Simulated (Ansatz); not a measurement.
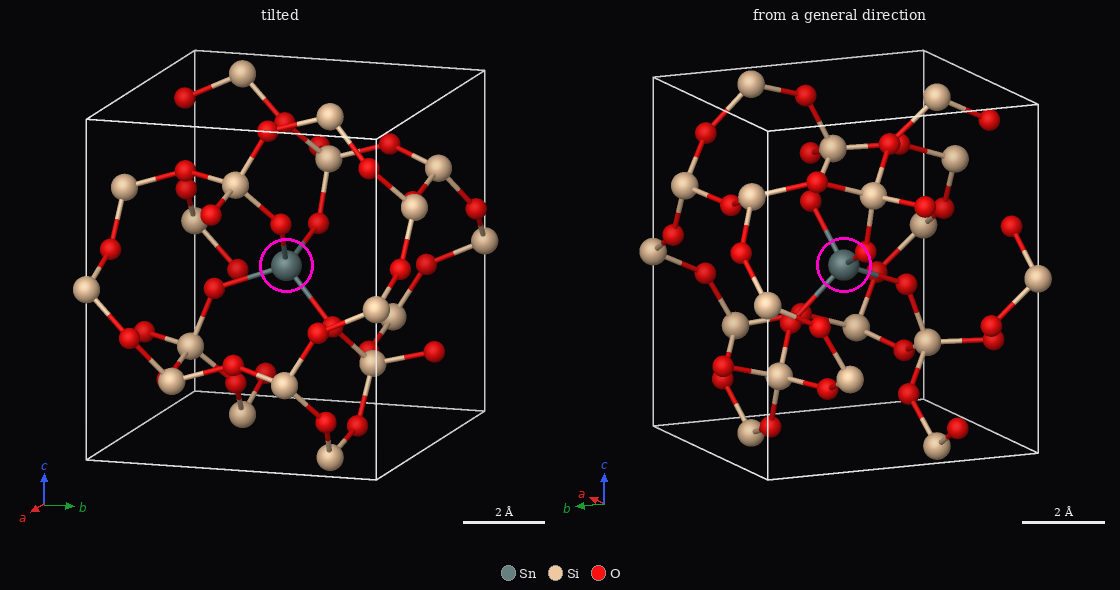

Structure drawing (ball-and-stick), viewed slightly off an axis and from a general direction. The parallelepiped is the supercell. The host is SiO₂, in a cell of 36 sites, and the cell is neutral. A ring marks the defect's site.

Spot the defect.

Answer. Tin on a silicon site (a substitutional impurity). It is bonded to four O in a tetrahedral arrangement at about 1.9 Å.

The atoms were relaxed in the host's cell with DFT PBE, scalar-relativistic, plane waves, PAW (Ansatz 0.2.0).
